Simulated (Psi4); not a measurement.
**Run report: C$_{2}$H$_{3}$O (charge +1), energy and gradient calculation**

C$_{2}$H$_{3}$O, charge +1, computed with CAM-B3LYP/def2-TZVP, RKS (Psi4 1.11).

The geometry is that of the parent species in another charge or spin state. The geometry comes from this level: PBE0-D4/def2-TZVP.

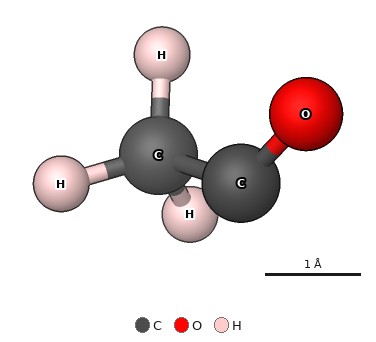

Fig. 1: The input geometry (ball-and-stick view, seen at a tilt).

### Key numbers

```csv
quantity,value
outcome,converged
total energy,−152.857285 hartree
basis functions,111
largest force,9.250 eV/Å
HOMO,−20.13 eV
LUMO,−10.06 eV
hardware,"1 thread of Intel Xeon @ 2.50GHz (Skylake/Cascade Lake), 12 GiB of memory available, shared host"
wall time,77 s
peak memory,0.77 GiB
```

### The input (c2h3o.py)
```python
import psi4

psi4.set_memory('1600 MB')
psi4.set_num_threads(1)
psi4.core.set_output_file('output.dat', False)

with open('c2h3o.xyz') as f:
    atoms = ''.join(f.readlines()[2:])
molecule = psi4.geometry('1 1\n' + atoms + 'symmetry c1')

psi4.set_options({
    'basis': 'def2-TZVP',
    'reference': 'rks',
    'puream': True,
    'e_convergence': 1e-09,
    'd_convergence': 1e-08,
    'scf_type': 'pk',
    'dft_radial_points': 99,
    'dft_spherical_points': 590,
})

e_tot, wfn = psi4.gradient('CAM-B3LYP', molecule=molecule, return_wfn=True)
psi4.oeprop(wfn, 'DIPOLE', 'WIBERG_LOWDIN_INDICES', 'QUADRUPOLE', title='CAM-B3LYP')
print('gradient / Eh bohr^-1')
print(e_tot.np.round(6))
print(f'energy = {wfn.energy():.10f} Eh')
```

### File c2h3o.xyz
```
6
C2H3O
C     -0.150600     0.360900    -0.246200
C     -0.095300    -0.937800     0.496900
O      0.811800    -1.439800     1.050900
H     -0.929700     0.983800     0.196900
H      0.814100     0.875700    -0.222400
H     -0.450200     0.157100    -1.276100
```

Launched with:
```bash
python c2h3o.py
```

### What the program printed
```
gradient() will perform analytic gradient computation.

   => Loading Basis Set <=

    Name: DEF2-TZVP
    Role: ORBITAL
    Keyword: BASIS

         ---------------------------------------------------------
                                   SCF
                              RKS Reference
                        1 Threads,   1525 MiB Core
         ---------------------------------------------------------

  ==> Geometry <==

    Molecular point group: c1
    Full point group: C1

    Geometry (in Angstrom), charge = 1, multiplicity = 1:

       Center              X                  Y                   Z               Mass
    ------------   -----------------  -----------------  -----------------  -----------------
         C           -0.370590667883     1.009922390039    -0.676380460817    12.000000000000
         C           -0.315290667883    -0.288777609961     0.066719539183    12.000000000000
         O            0.591809332117    -0.790777609961     0.620719539183    15.994914619570
         H           -1.149690667883     1.632822390039    -0.233280460817     1.007825032230
         H            0.594109332117     1.524722390039    -0.652580460817     1.007825032230
         H           -0.670190667883     0.806122390039    -1.706280460817     1.007825032230

  Running in c1 symmetry.

  Rotational constants: A =      2.86696  B =      0.33509  C =      0.31758 [cm^-1]
  Rotational constants: A =  85949.19031  B =  10045.62817  C =   9520.87913 [MHz]
  Nuclear repulsion =   63.255822701475459

  Charge       = 1
  Multiplicity = 1
  Electrons    = 22
  Nalpha       = 11
  Nbeta        = 11

  ==> Algorithm <==

  SCF Algorithm Type is PK.
  DIIS enabled.
  MOM disabled.
  Fractional occupation disabled.
  Guess Type is SAD.
  Energy threshold   = 1.00e-09
  Density threshold  = 1.00e-08
  Integral threshold = 1.00e-12

  ==> Primary Basis <==

  Basis Set: DEF2-TZVP
    Blend: DEF2-TZVP
    Number of shells: 45
    Number of basis functions: 111
    Number of Cartesian functions: 126
    Spherical Harmonics?: true
    Max angular momentum: 3

  ==> DFT Potential <==

   => LibXC <=

    Version 7.1.2

   => Composite Functional: CAM-B3LYP <=

    CAM-B3LYP Hyb-GGA Exchange-Correlation Functional

    Deriv               =              1
    GGA                 =           TRUE
    Meta                =          FALSE

    Exchange Hybrid     =           TRUE
    MP2 Hybrid          =          FALSE

   => Exchange Functionals <=

    0.3500         Becke 88 [omega = 0.3300]
    0.4600   Short-range recipe for B88 functional - erf [omega = 0.3300]

   => Exact (HF) Exchange <=

    0.4600            HF,LR [omega = 0.3300]
    0.1900               HF

   => Correlation Functionals <=

    0.1900   Vosko, Wilk & Nusair (VWN5)
    0.8100   Lee, Yang & Parr

   => LibXC Density Thresholds  <==

    XC_HYB_GGA_XC_CAM_B3LYP:  1.00E-14

   => Molecular Quadrature <=

    Radial Scheme          =       TREUTLER
    Pruning Scheme         =           NONE
    Nuclear Scheme         =       TREUTLER

    Blocking Scheme        =         OCTREE
    BS radius alpha        =              1
    Pruning alpha          =              1
    Radial Points          =             99
    Spherical Points       =            590
    Total Points           =         334944
    Total Blocks           =           2460
    Max Points             =            256
    Max Functions          =            110
    Weights Tolerance      =       1.00E-15

  ==> Integral Setup <==

  Using in-core PK algorithm.
   Calculation information:
      Number of atoms:                   6
      Number of AO shells:              45
      Number of primitives:             78
      Number of atomic orbitals:       126
      Number of basis functions:       111

      Integral cutoff                 1.00e-12
      Number of threads:                 1

  Performing in-core PK
  Using 57967308 doubles for integral storage.
  We computed 516066 shell quartets total.
  Whereas there are 536130 unique shell quartets.

  Computing range-separated integrals for PK
  We computed 516066 wK shell quartets total.
  Whereas there are 536130 wK unique shell quartets.

  ==> DiskJK: Disk-Based J/K Matrices <==

    J tasked:                  Yes
    K tasked:                  Yes
    wK tasked:                 Yes
    Omega:               3.300E-01
    Memory [MiB]:             1029
    Schwarz Cutoff:          1E-12

  Cached 11.1% of DFT collocation blocks in 0.102 [GiB].

  Minimum eigenvalue in the overlap matrix is 5.0968792609E-04.
  Reciprocal condition number of the overlap matrix is 7.0451111162E-05.
    Using symmetric orthogonalization.

  ==> Pre-Iterations <==

  SCF Guess: Superposition of Atomic Densities via on-the-fly atomic UHF (no occupation information).

   -------------------------
    Irrep   Nso     Nmo
   -------------------------
     A        111     111
   -------------------------
    Total     111     111
   -------------------------

  ==> Iterations <==

                        Total Energy        Delta E     RMS |[F,P]|

   @RKS iter SAD:  -152.48366329053749   -1.52484e+02   0.00000e+00
   @RKS iter   1:  -152.70422100035901   -2.20558e-01   5.34629e-03 ADIIS/DIIS
   @RKS iter   2:  -152.52861445991701    1.75607e-01   8.54165e-03 ADIIS/DIIS
   @RKS iter   3:  -152.83611565097758   -3.07501e-01   2.06687e-03 ADIIS/DIIS
   @RKS iter   4:  -152.85645228995341   -2.03366e-02   4.00623e-04 ADIIS/DIIS
   @RKS iter   5:  -152.85723922357835   -7.86934e-04   7.12146e-05 DIIS
   @RKS iter   6:  -152.85728049393845   -4.12704e-05   1.62503e-05 DIIS
   @RKS iter   7:  -152.85728473425172   -4.24031e-06   4.05442e-06 DIIS
   @RKS iter   8:  -152.85728506920626   -3.34955e-07   1.23511e-06 DIIS
   @RKS iter   9:  -152.85728510918608   -3.99798e-08   3.47460e-07 DIIS
   @RKS iter  10:  -152.85728511099268   -1.80660e-09   6.87183e-08 DIIS
   @RKS iter  11:  -152.85728511113541   -1.42734e-10   1.21395e-08 DIIS
   @RKS iter  12:  -152.85728511114033   -4.91696e-12   3.15352e-09 DIIS
  Energy and wave function converged.

  ==> Post-Iterations <==

   Electrons on quadrature grid:
      Ntotal   =   21.9999998509 ; deviation = -1.491e-07

    Orbital Energies [Eh]
    ---------------------

    Doubly Occupied:

       1A    -19.616786     2A    -10.724847     3A    -10.560517
       4A     -1.518245     5A     -1.135780     6A     -0.925292
       7A     -0.843941     8A     -0.838568     9A     -0.833475
      10A     -0.744725    11A     -0.739827

    Virtual:

      12A     -0.369737    13A     -0.283605    14A     -0.117191
      15A     -0.071216    16A     -0.063904    17A     -0.046604
      18A     -0.030409    19A      0.019383    20A      0.021772
      21A      0.067148    22A      0.077632    23A      0.098365
      24A      0.177191    25A      0.212749    26A      0.225713
      27A      0.241554    28A      0.266637    29A      0.318250
      30A      0.325768    31A      0.330218    32A      0.379437
      33A      0.425746    34A      0.490563    35A      0.530607
      36A      0.571802    37A      0.718491    38A      0.754850
      39A      0.783376    40A      0.801984    41A      0.820744
      42A      0.902794    43A      1.022975    44A      1.156916
      45A      1.159905    46A      1.206480    47A      1.264172
      48A      1.297038    49A      1.305102    50A      1.331294
      51A      1.371127    52A      1.377101    53A      1.476865
      54A      1.651984    55A      1.659079    56A      1.747105
      57A      1.796777    58A      1.840379    59A      1.904643
      60A      1.957621    61A      2.050008    62A      2.085620
      63A      2.132585    64A      2.158100    65A      2.294115
      66A      2.314550    67A      2.380058    68A      2.397965
      69A      2.441808    70A      2.446429    71A      2.541883
      72A      2.620417    73A      2.668250    74A      2.707174
      75A      2.740002    76A      2.774823    77A      2.818351
      78A      2.860219    79A      2.865208    80A      2.978792
      81A      2.995100    82A      3.023338    83A      3.136360
      84A      3.275486    85A      3.284560    86A      3.316335
      87A      3.572263    88A      3.581899    89A      3.648366
      90A      3.655883    91A      3.767481    92A      4.036452
      93A      4.135577    94A      4.176585    95A      4.276522
      96A      4.420557    97A      4.878748    98A      4.881465
      99A      5.304724   100A      5.318625   101A      5.902639
     102A      6.028457   103A      6.072486   104A      6.087168
     105A      6.155298   106A      6.489769   107A      6.574807
     108A      6.774157   109A     21.989381   110A     22.168738
     111A     43.305782

    Final Occupation by Irrep:
              A
    DOCC [    11 ]
    NA   [    11 ]
    NB   [    11 ]

  @RKS Final Energy:  -152.85728511114033

   => Energetics <=

    Nuclear Repulsion Energy =             63.2558227014754593
    One-Electron Energy =                -325.2324495428842965
    Two-Electron Energy =                 123.7707694506704144
    DFT Exchange-Correlation Energy =     -14.6514277204018768
    Empirical Dispersion Energy =           0.0000000000000000
    VV10 Nonlocal Energy =                  0.0000000000000000
    Total Energy =                       -152.8572851111403281

Computation Completed

Properties will be evaluated at   0.000000,   0.000000,   0.000000 [a0]

Properties computed using the SCF density matrix

 Multipole Moments:

 ------------------------------------------------------------------------------------
     Multipole            Electronic (a.u.)      Nuclear  (a.u.)        Total (a.u.)
 ------------------------------------------------------------------------------------

 L = 1.  Multiply by 2.5417464519 to convert [e a0] to [Debye]
 Dipole X            :          0.4834357           -1.1462802           -0.6628445
 Dipole Y            :         -2.9799510            3.7120173            0.7320663
 Dipole Z            :          1.8156377           -2.4270709           -0.6114332
 Magnitude           :                                                    1.1615225

 ------------------------------------------------------------------------------------

	total time  =         48 seconds =       0.80 minutes

         ------------------------------------------------------------
                                   SCF GRAD
         ------------------------------------------------------------

  ==> Geometry <==

    Molecular point group: c1
    Full point group: C1

    Geometry (in Angstrom), charge = 1, multiplicity = 1:

       Center              X                  Y                   Z               Mass
    ------------   -----------------  -----------------  -----------------  -----------------
         C           -0.370590667883     1.009922390039    -0.676380460817    12.000000000000
         C           -0.315290667883    -0.288777609961     0.066719539183    12.000000000000
         O            0.591809332117    -0.790777609961     0.620719539183    15.994914619570
         H           -1.149690667883     1.632822390039    -0.233280460817     1.007825032230
         H            0.594109332117     1.524722390039    -0.652580460817     1.007825032230
         H           -0.670190667883     0.806122390039    -1.706280460817     1.007825032230

  Nuclear repulsion =   63.255822701475459

  ==> Basis Set <==

  Basis Set: DEF2-TZVP
    Blend: DEF2-TZVP
    Number of shells: 45
    Number of basis functions: 111
    Number of Cartesian functions: 126
    Spherical Harmonics?: true
    Max angular momentum: 3

  ==> DirectJKGrad: Integral-Direct SCF Gradients <==

    Gradient:                    1
    J tasked:                  Yes
    K tasked:                  Yes
    wK tasked:                 Yes
    Omega:               3.300E-01
    Integrals threads:           1
    Schwarz Cutoff:          1E-12

  ==> DFT Potential <==

   => LibXC <=

    Version 7.1.2

   => Composite Functional: CAM-B3LYP <=

    CAM-B3LYP Hyb-GGA Exchange-Correlation Functional

    Deriv               =              1
    GGA                 =           TRUE
    Meta                =          FALSE

    Exchange Hybrid     =           TRUE
    MP2 Hybrid          =          FALSE

   => Exchange Functionals <=

    0.3500         Becke 88 [omega = 0.3300]
    0.4600   Short-range recipe for B88 functional - erf [omega = 0.3300]

   => Exact (HF) Exchange <=

    0.4600            HF,LR [omega = 0.3300]
    0.1900               HF

   => Correlation Functionals <=

    0.1900   Vosko, Wilk & Nusair (VWN5)
    0.8100   Lee, Yang & Parr

   => LibXC Density Thresholds  <==

    XC_HYB_GGA_XC_CAM_B3LYP:  1.00E-14

   => Molecular Quadrature <=

    Radial Scheme          =       TREUTLER
    Pruning Scheme         =           NONE
    Nuclear Scheme         =       TREUTLER

    Blocking Scheme        =         OCTREE
    BS radius alpha        =              1
    Pruning alpha          =              1
    Radial Points          =             99
    Spherical Points       =            590
    Total Points           =         334944
    Total Blocks           =           2460
    Max Points             =            256
    Max Functions          =            110
    Weights Tolerance      =       1.00E-15

  -Total Gradient:
     Atom            X                  Y                   Z
    ------   -----------------  -----------------  -----------------
       1        0.045461228664    -0.001514965902     0.014764838089
       2       -0.170737457332     0.007880896926    -0.056048881649
       3        0.126054769750    -0.020057207305     0.049261017242
       4        0.001783476847    -0.000056576719    -0.000168460936
       5       -0.004060077330     0.012975392111    -0.008694032286
       6        0.001493332061     0.000775798822     0.000882401907

	total time  =         27 seconds =       0.45 minutes

Properties will be evaluated at   0.000000,   0.000000,   0.000000 [a0]

Properties computed using the CAM-B3LYP density matrix

 Multipole Moments:

 ------------------------------------------------------------------------------------
     Multipole            Electronic (a.u.)      Nuclear  (a.u.)        Total (a.u.)
 ------------------------------------------------------------------------------------

 L = 1.  Multiply by 2.5417464519 to convert [e a0] to [Debye]
 Dipole X            :          0.4834357           -1.1462802           -0.6628445
 Dipole Y            :         -2.9799510            3.7120173            0.7320663
 Dipole Z            :          1.8156377           -2.4270709           -0.6114332
 Magnitude           :                                                    1.1615225

 L = 2.  Multiply by 1.3450342976 to convert [e a0^2] to [Debye ang]
 Quadrupole XX       :        -32.5676709           22.6630139           -9.9046571
 Quadrupole XY       :         24.5015919          -24.8363084           -0.3347165
 Quadrupole XZ       :        -18.6454744           19.0714711            0.4259967
 Quadrupole YY       :        -69.6574162           61.6486096           -8.0088067
 Quadrupole YZ       :         37.2990052          -38.8972618           -1.5982566
 Quadrupole ZZ       :        -42.6714825           33.0168804           -9.6546021
 Traceless XX        :         15.7311856          -16.4464874           -0.7153018
 Traceless YY        :        -21.3585597           22.5391083            1.1805486
 Traceless ZZ        :          5.6273741           -6.0926209           -0.4652468

 ------------------------------------------------------------------------------------

  Wiberg Bond Indices using Orthogonal Lowdin Orbitals:

  Irrep: 1 Size: 6 x 6

                 1                   2                   3                   4                   5

    1     0.00000000000000     1.37771054261029     0.22109841091552     0.84985913597369     0.83945962680525
    2     1.37771054261029     0.00000000000000     3.11063770462477     0.10734001671218     0.10959257384542
    3     0.22109841091552     3.11063770462477     0.00000000000000     0.01402685674071     0.02206292131896
    4     0.84985913597369     0.10734001671218     0.01402685674071     0.00000000000000     0.02641405677646
    5     0.83945962680525     0.10959257384542     0.02206292131896     0.02641405677646     0.00000000000000
    6     0.84818496971658     0.10840332405991     0.01432161113213     0.03122017288419     0.02641788810833

                 6

    1     0.84818496971658
    2     0.10840332405991
    3     0.01432161113213
    4     0.03122017288419
    5     0.02641788810833
    6     0.00000000000000

  Atomic Valences:

 #  #
 Irrep: 1
      1:    4.136312686021337
      2:    4.813684161852568
      3:    3.382147504732082
      4:    1.028860239087230
      5:    1.023947066854418
      6:    1.028547965901151
```

### Standard output
```
gradient / Eh bohr^-1
[[ 4.54610e-02 -1.51500e-03  1.47650e-02]
 [-1.70737e-01  7.88100e-03 -5.60490e-02]
 [ 1.26055e-01 -2.00570e-02  4.92610e-02]
 [ 1.78300e-03 -5.70000e-05 -1.68000e-04]
 [-4.06000e-03  1.29750e-02 -8.69400e-03]
 [ 1.49300e-03  7.76000e-04  8.82000e-04]]
energy = -152.8572851111 Eh
```

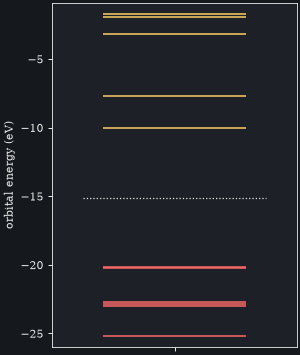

Fig. 2: Orbital energies near the frontier; the dotted line parts filled from empty levels, and levels within 0.02 eV of each other stand side by side. Highest filled −20.13 eV, lowest empty −10.06 eV, 10.07 eV apart.
